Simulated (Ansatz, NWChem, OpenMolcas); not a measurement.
A ladder of methods for CBr2Cl2 (SMILES ClC(Cl)(Br)Br)

The species is CBr2Cl2 (5 atoms), meant as a singlet with charge 0. As SMILES, `ClC(Cl)(Br)Br`. The coordinates come from a PBE0-D4/def2-TZVP relaxation.

```xyz
5

Cl    0.5759   -0.9319    1.4117
C    -0.0096   -0.0148    0.0343
Cl   -1.4369    0.9001    0.4889
Br   -0.4549   -1.2316   -1.4100
Br    1.3754    1.2045   -0.5662
```

Each level gives the atomisation enthalpy at 298 K (kJ/mol). The values are calculated. The thermal term (zero-point and 298 K enthalpy, harmonic and unscaled) is that of PBE0-D4/def2-TZVP; the spin-orbit lowering of the free atoms at 298 K, 36.3 kJ/mol by their spectra, is taken off.

**The experiment to reproduce.** Active Thermochemical Tables gives the atomisation enthalpy at 298 K of the gas as 1180 kJ/mol.

| level | kind | program | value (kJ/mol) | computed − measured | CPU time (all runs) |
| --- | --- | --- | --- | --- | --- |
| PBE/6-31G* (spherical functions) | GGA | OpenMolcas | 1223 | +43 | 72 s |
| r2SCAN/6-31G* (spherical functions) | meta-GGA | Ansatz | 1165 | -15 | 47 s |
| PBE0/6-31G* (spherical functions) | global hybrid | NWChem | 1152 | -28 | 44 s |
| CAM-B3LYP/6-31G* (spherical functions) | range-separated hybrid | Ansatz | 1080 | -100 | 22 s |
| HSE06/6-31G* (spherical functions) | range-separated hybrid | Ansatz | 1156 | -24 | 22 s |
| RPA@PBE/6-31G* (spherical functions) | RPA | Ansatz | 841 | -339 | 33 s |
| CCSD(T)/6-31G* (spherical functions) | coupled cluster or CI | Ansatz | 1006 | -174 | 82 s |
| CCSD/6-31G* (spherical functions) | coupled cluster or CI | Ansatz | 965 | -215 | 54 s |

Nearest: r2SCAN/6-31G* (spherical functions) (-15 kJ/mol); farthest: RPA@PBE/6-31G* (spherical functions) (-339 kJ/mol). Computed less measured by kind, in kJ/mol (6-31G* rows): GGA +43; meta-GGA -15; global hybrid -28; range-separated hybrid -100 to -24; RPA -339; coupled cluster or CI -215 to -174. Wave-function methods converge slowly with the basis and bind too weakly in sets of this size; that is part of their error here. All-electron rows without a relativistic Hamiltonian named are non-relativistic. In the correlated wave-function rows the outer d shell of Br is correlated, in sets not made for it. Times are those of the runs behind each value, whatever else they computed, on shared processors of several kinds: orders of magnitude only.

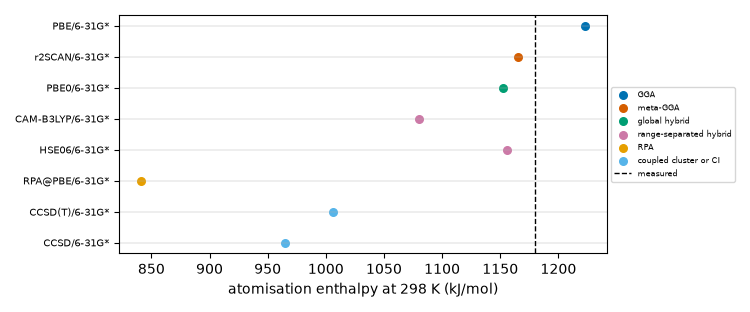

The values of the table, level by level.
